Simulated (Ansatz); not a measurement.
Consider Zn5CdO6.

The calculation's input:

```
crystal:
  lattice:
    - [3.3128702, 0.0, 0.0]
    - [0.0, 3.3128702, 0.0]
    - [0.0, 0.0, 14.1937599]
  atoms:
    - { symbol: Zn, position: [0.0, 0.0, 0.659139] }
    - { symbol: Zn, position: [0.5, 0.5, 0.818185] }
    - { symbol: Zn, position: [0.5, 0.5, 0.181815] }
    - { symbol: Zn, position: [0.0, 0.0, 0.340861] }
    - { symbol: Zn, position: [0.5, 0.5, 0.5] }
    - { symbol: Cd, position: [0.0, 0.0, 0.0] }
    - { symbol: O, position: [0.5, 0.0, 0.738558] }
    - { symbol: O, position: [0.0, 0.5, 0.897257] }
    - { symbol: O, position: [0.5, 0.0, 0.102743] }
    - { symbol: O, position: [0.0, 0.5, 0.261442] }
    - { symbol: O, position: [0.5, 0.0, 0.420464] }
    - { symbol: O, position: [0.0, 0.5, 0.579536] }
basis:
  ecutwfc: 420
kpoints:
  mp_grid: { grid: [10, 10, 4] }
hamiltonian:
  xc: pbe
scf:
  occupations: { method: gaussian, width: 0.02 }
output:
  forces: true
  stress: true
  eigenvalues: true
  write_density: true
  write_potential: true
  elf: true
  volumetric_format: npy
relax:
  adjacent_minimum: "off"
  f_tol: 0.01
  max_steps: 80
  cell: { stress_tol: 0.05 }
```

Command:

```sh
ansatz run input.yaml --threads 4 --pin off --max-ram 8192MiB --backend cpu --events-out ev --progress --plain --runs-dir out
```

Below, planes, directions and counts refer to the conventional cell (a = 3.31 Å, b = 3.31 Å, c = 14.19 Å, α = 90.00°, β = 90.00°, γ = 90.00°).

Space group P-4m2; a structure generated by program, which may or may not match a known phase.

Computed with DFT PBE, scalar-relativistic, plane waves, PAW (Ansatz 0.2.0).

### Predict the valence pseudo-density and electron localisation function between the atoms.

Zn–O (2.00 Å): the density is about 0.56 e/Å³ at the midpoint; the ELF peaks at about 0.85 in the valence shell of O, 0.6 Å from its nucleus, and is about 0.25 at the midpoint; no localised pair shows between them.
Cd–O (2.21 Å): the density is about 0.49 e/Å³ at the midpoint; the ELF peaks at about 0.85 in the valence shell of O, 0.6 Å from its nucleus, and drops to about 0.10 between the two atoms; no localised pair shows between them.

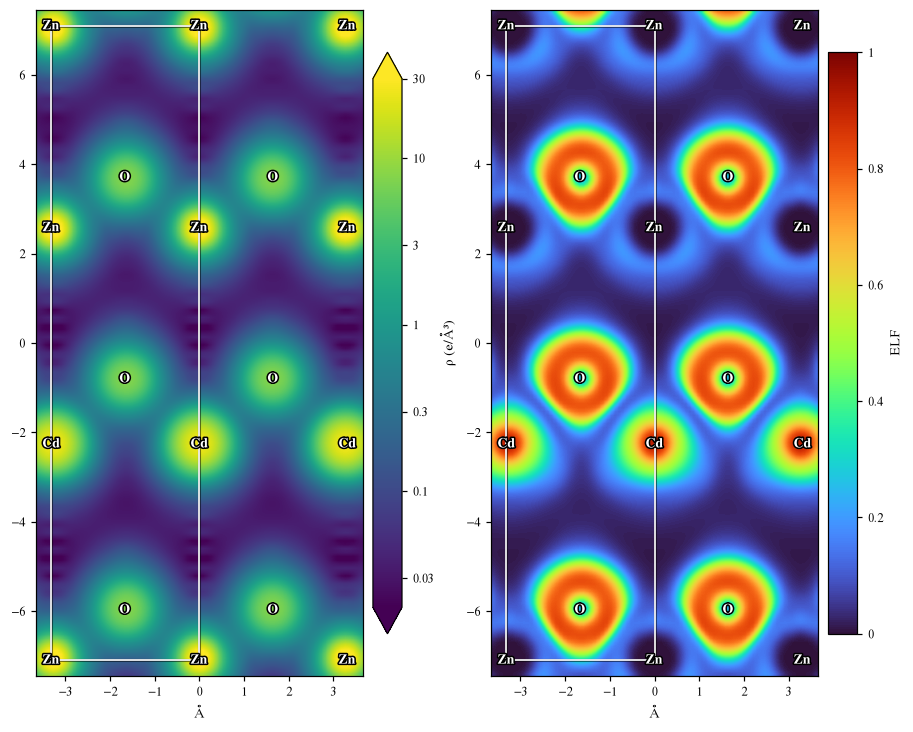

Computed valence pseudo-density and electron localisation function on the (010) plane of the conventional cell, in this order. 

Core electrons are frozen (PAW), and the valence fields are smoothed inside the atomic spheres.
